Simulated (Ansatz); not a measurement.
# C2H4AlN: two geometries relaxed

Aim: relax the geometries before and after the shift of H6 from N1 to C2, and see whether they are two minima and how far apart in energy. SMILES of the start: NC#[C][AlH2].

Method: RKS B3LYP-D4/def2-SVP, in Ansatz 0.2.0.

## Step 1: The structure to begin with

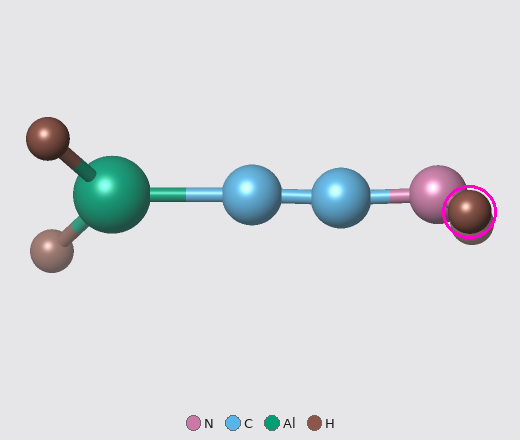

The starting structure, seen from a free direction (nitrogen pink, carbon blue, aluminium teal, hydrogen brown). Ringed: H6.

As a file:

```xyz
8

N     0.0818    2.2391    0.3524
C     0.0291    0.9209    0.1453
C    -0.0974   -0.2747   -0.0766
Al   -0.2342   -2.1627   -0.4119
H     0.7502    2.7467   -0.2093
H     0.0486    2.5326    1.3191
H     0.7819   -2.9423   -1.2920
H    -1.3599   -3.0595    0.1730
```

## Step 2: End point A

input.yaml reads:

```yaml
crystal:
  periodic: [false, false, false]
  atoms:
    - { symbol: "N", position_ang: [0.08176, 2.2391, 0.3524] }
    - { symbol: C, position_ang: [0.02909, 0.92089, 0.14534] }
    - { symbol: C, position_ang: [-0.0974, -0.27474, -0.07664] }
    - { symbol: Al, position_ang: [-0.23417, -2.16274, -0.41193] }
    - { symbol: H, position_ang: [0.75024, 2.74674, -0.20929] }
    - { symbol: H, position_ang: [0.04856, 2.53263, 1.31911] }
    - { symbol: H, position_ang: [0.78186, -2.94233, -1.29204] }
    - { symbol: H, position_ang: [-1.35995, -3.05954, 0.17304] }
basis:
  gaussian: { orbitals: def2-SVP }
hamiltonian:
  xc: b3lyp
  dispersion: d4
relax:
  f_tol: 0.02
  max_steps: 50
```

Command:

```console
$ ansatz run input.yaml --threads 1 --pin off --max-ram 2048MiB --backend cpu --events-out ev --progress --plain --runs-dir out
```

The program printed, shortened:

```text
Warning: RAYON_NUM_THREADS=1 ignored (pool sized by the plan → 1); use --threads N
[...]
Functional definition: B3LYP
[...]
879 factors; integrals over basis functions are off by at most 4.9e-4 eV
[...]
mean field -10219.97694026 eV, -375.5772252055 hartree, gradient 2.8e-5 eV, S^2 0.000000; 0 other end points of the search recorded, 0 dependent functions left out
[...]
reference -10219.97719862 eV, -375.5772346998 hartree; 18, 18 occupied and 62, 62 virtual orbitals, 879 factors
relax step   1: F+E_penalty+E_count = -10220.17606832 eV  Δ(F+E_penalty+E_count) = +0.000e0 eV  max|allowed force component| = 1.549e0 eV/Å  Δτ_max = 0.0000 Å  (26 SCF iters, accepted)
[...]
relax step   7: F+E_penalty+E_count = -10220.28184047 eV  Δ(F+E_penalty+E_count) = -2.724e-4 eV  max|allowed force component| = 2.277e-2 eV/Å  Δτ_max = 0.0316 Å  (31 SCF iters, accepted)
[...]
relax step   8: F+E_penalty+E_count = -10220.28187649 eV  Δ(F+E_penalty+E_count) = -3.602e-5 eV  max|allowed force component| = 2.380e-3 eV/Å  Δτ_max = 0.0058 Å  (23 SCF iters, accepted)
879 factors; integrals over basis functions are off by at most 4.2e-4 eV
[...]
mean field -10220.08185298 eV, -375.5810806766 hartree, gradient 1.8e-5 eV, S^2 0.000000; 1 other end points of the search recorded, 0 dependent functions left out
[...]
reference -10220.08211003 eV, -375.5810901231 hartree; 18, 18 occupied and 62, 62 virtual orbitals, 879 factors
Total energy: -10220.28213355 eV, -375.5884408518 hartree
Atom 0 at     0.152078     2.195500     0.335024 Å, force     0.001118     0.000100    -0.000999 eV/Å
Atom 1 at     0.054969     0.885184     0.129648 Å, force    -0.000603     0.002380     0.001319 eV/Å
Atom 2 at    -0.057356    -0.325359    -0.083905 Å, force     0.001358    -0.001426     0.000203 eV/Å
Atom 3 at    -0.230513    -2.171928    -0.415593 Å, force     0.000152     0.001221    -0.000029 eV/Å
Atom 4 at     0.962149     2.692692    -0.021401 Å, force    -0.000541    -0.000935    -0.000332 eV/Å
Atom 5 at    -0.281114     2.600089     1.159080 Å, force    -0.001018    -0.001479     0.000110 eV/Å
Atom 6 at     0.698785    -2.860994    -1.497995 Å, force    -0.000285    -0.000437    -0.000308 eV/Å
Atom 7 at    -1.299007    -3.015174     0.395131 Å, force    -0.000181     0.000576     0.000035 eV/Å
Dipole moment:     0.162067     0.735146     0.228930 e Å
```

It took 42 s on 1 thread of Intel Xeon at 2.70GHz, shared host; peak memory 0.16 GiB.

Relaxation path:

```csv
step,energy from step 1 (eV),largest force component (eV/Å)
1,0.0000,1.5487
2,-0.0778,0.4420
3x,-0.0767,0.8618
4,-0.0938,0.3604
5,-0.1042,0.0946
6,-0.1055,0.0335
7,-0.1058,0.0228
8,-0.1058,0.0024
```

Step 1 is the start. 1 step was tried and not accepted (marked x).

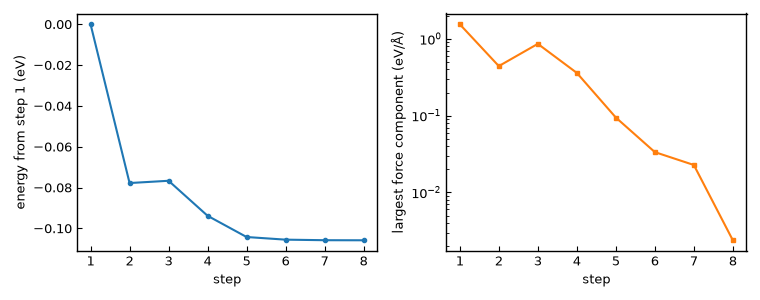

Energy and largest force along the relaxation.

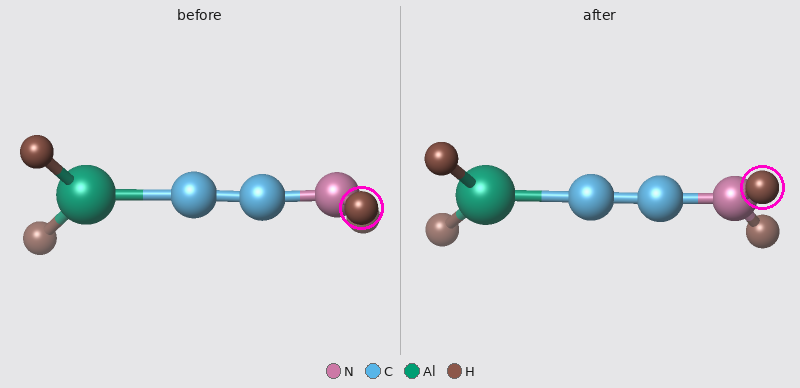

Before and after, at one scale.

After: Bond lengths: N1–C2 1.330 Å, C2–C3 1.234 Å, C3–Al4 1.884 Å, N1–H5 1.015 Å, N1–H6 1.015 Å, Al4–H7 1.584 Å, Al4–H8 1.584 Å. Angles: N1–C2–C3 178.5°, C2–N1–H5 119.1°, C2–N1–H6 119.1°, H5–N1–H6 115.5°, C2–C3–Al4 179.8°, C3–Al4–H7 119.5°, C3–Al4–H8 119.6°, H7–Al4–H8 120.9°.

## Step 3: End point B

The second end starts from a geometry with the move made by hand.

input.yaml, as its differences from that of step 2:

```diff
@@ -8,3 +8,3 @@
     - { symbol: H, position_ang: [0.75024, 2.74674, -0.20929] }
-    - { symbol: H, position_ang: [0.04856, 2.53263, 1.31911] }
+    - { symbol: H, position_ang: [0.88474, 1.1742, 0.77127] }
     - { symbol: H, position_ang: [0.78186, -2.94233, -1.29204] }
```

Command:

```console
$ ansatz run input.yaml --threads 1 --pin off --max-ram 2048MiB --backend cpu --events-out ev --progress --plain --runs-dir out
```

The program printed, shortened:

```text
Warning: RAYON_NUM_THREADS=1 ignored (pool sized by the plan → 1); use --threads N
[...]
[... 1 set-up line as earlier in the session ...]
[...]
880 factors; integrals over basis functions are off by at most 3.4e-4 eV
[...]
mean field -10216.56732160 eV, -375.4519240308 hartree, gradient 3.1e-5 eV, S^2 0.000000; 0 other end points of the search recorded, 0 dependent functions left out
[...]
reference -10216.56758002 eV, -375.4519335276 hartree; 18, 18 occupied and 62, 62 virtual orbitals, 880 factors
relax step   1: F+E_penalty+E_count = -10216.77116899 eV  Δ(F+E_penalty+E_count) = +0.000e0 eV  max|allowed force component| = 3.663e0 eV/Å  Δτ_max = 0.0000 Å  (27 SCF iters, accepted)
[...]
relax step   4: F+E_penalty+E_count = -10218.35631172 eV  Δ(F+E_penalty+E_count) = -8.538e-1 eV  max|allowed force component| = 4.899e0 eV/Å  Δτ_max = 0.1765 Å  (31 SCF iters, accepted)
[...]
reference -10220.08208019 eV, -375.5810890265 hartree; 18, 18 occupied and 62, 62 virtual orbitals, 880 factors
Total energy: -10220.28211481 eV, -375.5884401633 hartree
Atom 0 at     0.399604     2.002821     0.314767 Å, force     0.002047     0.006080     0.003758 eV/Å
Atom 1 at     0.217099     0.706583     0.081625 Å, force    -0.006392     0.007685    -0.006634 eV/Å
Atom 2 at     0.020250    -0.488801    -0.154181 Å, force     0.003827    -0.017324     0.002493 eV/Å
Atom 3 at    -0.281548    -2.313446    -0.513777 Å, force    -0.001661     0.002321    -0.000759 eV/Å
Atom 4 at     1.139866     2.494044    -0.176200 Å, force     0.000989     0.000501     0.000243 eV/Å
Atom 5 at     0.150887     2.381360     1.223157 Å, force     0.000717     0.001549     0.000930 eV/Å
Atom 6 at     0.388650    -2.980520    -1.784887 Å, force     0.000499    -0.000348    -0.000375 eV/Å
Atom 7 at    -1.198637    -3.160461     0.461645 Å, force    -0.000025    -0.000465     0.000343 eV/Å
Dipole moment:     0.230529     0.719835     0.220820 e Å
```

It took 62 s on 1 thread of Intel Xeon at 2.70GHz, shared host; peak memory 0.16 GiB.

Relaxation path:

```csv
step,energy from step 1 (eV),largest force component (eV/Å)
1,0.0000,3.6632
2,-0.3522,2.1327
3,-0.7314,2.8633
4,-1.5851,4.8990
5,-2.3722,4.1215
6,-2.9415,2.6147
7,-3.2349,0.6077
8,-3.3660,0.5894
9,-3.4218,0.2753
10,-3.4538,0.6752
11,-3.4966,0.2429
12,-3.5094,0.1414
13,-3.5104,0.1632
14,-3.5106,0.0345
15,-3.5107,0.0173
```

Step 1 is the start.

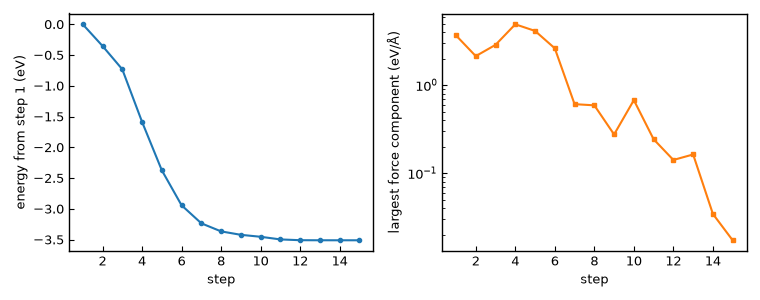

How energy and force went from step to step.

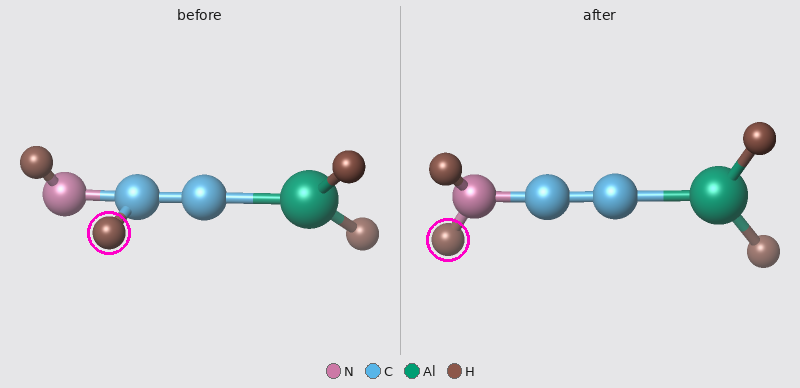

The structure before (left) and after (right), drawn at the same scale.

After: Bond lengths: N1–C2 1.330 Å, C2–C3 1.234 Å, C3–Al4 1.884 Å, N1–H5 1.015 Å, N1–H6 1.015 Å, Al4–H7 1.584 Å, Al4–H8 1.584 Å. Angles: N1–C2–C3 178.4°, C2–N1–H5 119.1°, C2–N1–H6 119.1°, H5–N1–H6 115.5°, C2–C3–Al4 180.0°, C3–Al4–H7 119.5°, C3–Al4–H8 119.5°, H7–Al4–H8 120.9°.

Pairs that crossed the distance rule for bonds on the way: came closer N1–H6; moved apart C2–H6.

## Step 4: What came out

```
                           quantity                     value
                              end A   6 moves, 0.106 eV lower
                              end B  14 moves, 3.511 eV lower
largest difference between the ends                    0.00 Å
            end B relative to end A                 +0.000 eV
```

What this shows: The two relaxations end at one structure, within 0.00 Å: no second minimum was found from this start, which doesn't rule one out.
